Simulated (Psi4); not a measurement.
# HF/def2-SVP (core potential) run of WOF4 (SMILES O=[W](F)(F)(F)F)

Aim: the vertical ionisation energy of WOF4 at HF/def2-SVP (core potential), from 2 runs. 

The calculation is run with Psi4 1.11.

21 further runs of the same task are left out: 20 that didn't finish, 1 set aside as unsound or not needed.

## (1) The molecule

WOF4: 6 atoms, total charge 0, spin state singlet. SMILES: `O=[W](F)(F)(F)F`. The coordinates come from a PBE0-D4/def2-TZVP relaxation.

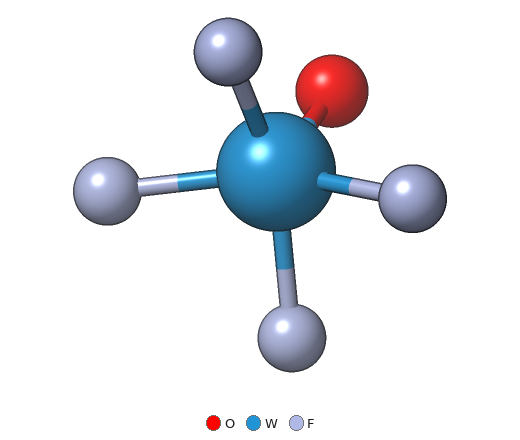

The structure, seen from a chosen angle (oxygen red, tungsten blue, fluorine light blue).

## (2) The energy at HF/def2-SVP (core potential)

File f4ow.in:

```
memory 2200 mb

molecule mol {
  0 1
  O
  W 1 1.670523
  F 2 1.847651 1 105.12326
  F 2 1.847655 1 105.11785 3 -90.0008
  F 2 1.84766 1 105.12317 4 -89.99942
  F 2 1.847657 1 105.11781 4 -179.99992
  units angstrom
  symmetry c1
}

set globals {
  basis def2-SVP
  puream true
  e_convergence 1e-09
  d_convergence 1e-08
  scf_type pk
}

result, w = energy('scf', return_wfn=True)
oeprop(w, 'QUADRUPOLE', 'DIPOLE', 'LOWDIN_CHARGES', title='SCF')
print_variables()
```

Started as:

```console
$ psi4 -n 1 f4ow.in f4ow.out
```

f4ow.out:

```text
[...]
    !!!  WARNING: ECP capability is in beta. Please check occupations closely.  !!!
[...]
  Running in c1 symmetry.
[...]
  Nuclear repulsion =  326.344070244008321
[...]
  Multiplicity = 1
[...]
  Nalpha       = 29
  Nbeta        = 29
[...]
    Number of basis functions: 102
[...]
   @RHF iter   1:  -538.25655864793043   -1.45160e+00   1.11331e-02 ADIIS/DIIS
[...]
   @RHF iter  16:  -538.80279895418289    4.54747e-13   4.44235e-09 DIIS
[...]
    Orbital Energies [Eh]
    ---------------------
    Doubly Occupied:
       1A    -26.339613     2A    -26.339572     3A    -26.339515
       4A    -26.339508     5A    -20.675599     6A     -3.724122
       7A     -2.217768     8A     -2.202804     9A     -2.202803
      10A     -1.611333    11A     -1.605545    12A     -1.567724
      13A     -1.567715    14A     -1.322410    15A     -0.804255
      16A     -0.782809    17A     -0.781136    18A     -0.761900
      19A     -0.761897    20A     -0.729758    21A     -0.699659
      22A     -0.699657    23A     -0.687357    24A     -0.686431
      25A     -0.686427    26A     -0.658392    27A     -0.641859
      28A     -0.600124    29A     -0.600121
[...]
  @RHF Final Energy:  -538.80279895418289
   => Energetics <=
    Nuclear Repulsion Energy =            326.3440702440083214
    One-Electron Energy =               -1421.0181058888588268
    Two-Electron Energy =                 555.8712366906675015
    Total Energy =                       -538.8027989541828902
[...]
 Multipole Moments:
 ------------------------------------------------------------------------------------
     Multipole            Electronic (a.u.)      Nuclear  (a.u.)        Total (a.u.)
 ------------------------------------------------------------------------------------
 L = 1.  Multiply by 2.5417464519 to convert [e a0] to [Debye]
 Dipole X            :         -0.0000981            0.0000862           -0.0000119
 Dipole Y            :         -0.0001392            0.0001129           -0.0000263
 Dipole Z            :         -3.4313856            3.5985172            0.1671317
 Magnitude           :                                                    0.1671317
 L = 2.  Multiply by 1.3450342976 to convert [e a0^2] to [Debye ang]
 Quadrupole XX       :       -245.1046359          204.5122984          -40.5923375
 Quadrupole XY       :          0.0024223           -0.0023201            0.0001022
[...]
```

It took 11 s on 1 thread of AMD EPYC (Zen 3), shared host; peak memory 0.39 GiB.

## (3) The doublet cation: energy and forces at UHF/def2-SVP (core potential)

File run.py:

```python
import psi4

psi4.set_memory('2200 MB')
psi4.set_num_threads(1)
psi4.core.set_output_file('run.log', False)

m = psi4.geometry("""
1 2
O     -3.07787253    -0.46663007    -0.89040116
W     -0.07704413    -0.01167851    -0.02227987
F     -0.23383471     2.20591510     2.67005073
F      1.01041766     2.72199930    -1.90255737
F      1.81158595    -1.96673246    -2.21360629
F      0.56672886    -2.48289226     2.35883174
units bohr
symmetry c1
""")

psi4.set_options({
    'basis': 'def2-SVP',
    'reference': 'uhf',
    'puream': True,
    'e_convergence': 1e-09,
    'd_convergence': 1e-08,
    'scf_type': 'pk',
    'maxiter': 100,
})

e, wfn = psi4.gradient("hf", return_wfn=True)
psi4.oeprop(wfn, "MAYER_INDICES", "WIBERG_LOWDIN_INDICES", "LOWDIN_CHARGES", title="HF")
print('gradient / Eh bohr^-1')
print(e.np.round(6))
print(f'energy = {wfn.energy():.10f} Eh')
```

Started as:

```console
$ python run.py
```

run.log, cut to the lines that bear on the results:

```text
[...]
    !!!  WARNING: ECP capability is in beta. Please check occupations closely.  !!!
[...]
  Running in c1 symmetry.
[...]
  Nuclear repulsion =  326.344038974300247
[...]
  Multiplicity = 2
[...]
  Nalpha       = 29
  Nbeta        = 28
[...]
    Number of basis functions: 102
[...]
   @UHF iter   1:  -537.76470896375986   -1.00806e+00   1.05742e-02 ADIIS/DIIS
[...]
   @UHF iter  60:  -538.27889529545746    1.76215e-11   8.34399e-09 DIIS
[...]
   @S^2 Observed:                7.714360130E-01
[...]
  @UHF Final Energy:  -538.27889529545746
   => Energetics <=
    Nuclear Repulsion Energy =            326.3440389743002470
    One-Electron Energy =               -1405.4905877968117238
    Two-Electron Energy =                 540.8676535270540171
    Total Energy =                       -538.2788952954574597
  UHF NO Occupations:
  HONO-2 :   27  A 1.9957229
  HONO-1 :   28  A 1.9957224
[...]
 Multipole Moments:
 ------------------------------------------------------------------------------------
     Multipole            Electronic (a.u.)      Nuclear  (a.u.)        Total (a.u.)
 ------------------------------------------------------------------------------------
 L = 1.  Multiply by 2.5417464519 to convert [e a0] to [Debye]
 Dipole X            :         -4.5317409            3.4207156           -1.1110254
 Dipole Y            :         -0.6868869            0.5184683           -0.1684186
 Dipole Z            :         -1.3109521            0.9895525           -0.3213996
 Magnitude           :                                                    1.1687771
[...]
  -Total Gradient:
     Atom            X                  Y                   Z
    ------   -----------------  -----------------  -----------------
       1        0.087114973983     0.013206991134     0.025201642865
       2       -0.127940566148    -0.019392049455    -0.037008952217
       3       -0.003651767761     0.029819563038     0.036045744883
       4        0.013210325602     0.036813163671    -0.025923810297
       5        0.024070350620    -0.026727852893    -0.030142665829
       6        0.007196683704    -0.033719815495     0.031828040596
[...]
```

Standard output:

```text
gradient / Eh bohr^-1
[[ 0.087115  0.013207  0.025202]
 [-0.127941 -0.019392 -0.037009]
 [-0.003652  0.02982   0.036046]
 [ 0.01321   0.036813 -0.025924]
 [ 0.02407  -0.026728 -0.030143]
 [ 0.007197 -0.03372   0.031828]]
energy = -538.2788952955 Eh
```

It took 36 s on 1 thread of AMD EPYC (Zen 3), shared host; peak memory 0.4 GiB.

## (4) Outcome

At HF/def2-SVP (core potential):

| quantity | value |
| --- | --- |
| singlet WOF4: total energy | -538.80280 Eh |
| singlet WOF4: dipole moment | 0.42 D |
| singlet WOF4: HOMO energy | -16.33 eV |
| singlet WOF4: LUMO energy | -0.71 eV |
| singlet WOF4: HOMO–LUMO gap | 15.62 eV |
| doublet cation: total energy | -538.27890 Eh |
| doublet cation: HOMO energy (highest over α and β) | -24.16 eV |
| doublet cation: LUMO energy (lowest over α and β) | -11.80 eV |
| doublet cation: ⟨S²⟩ | 0.771 |
| doublet cation: largest force on an atom | 6.921 eV/Å |
| vertical ionisation energy (to the doublet cation) | 14.256 eV |

Removing an electron at fixed nuclei costs 14.26 eV (1376 kJ/mol). −ε(HOMO) before ionisation, 16.33 eV, is 2.07 eV above this ionisation energy.
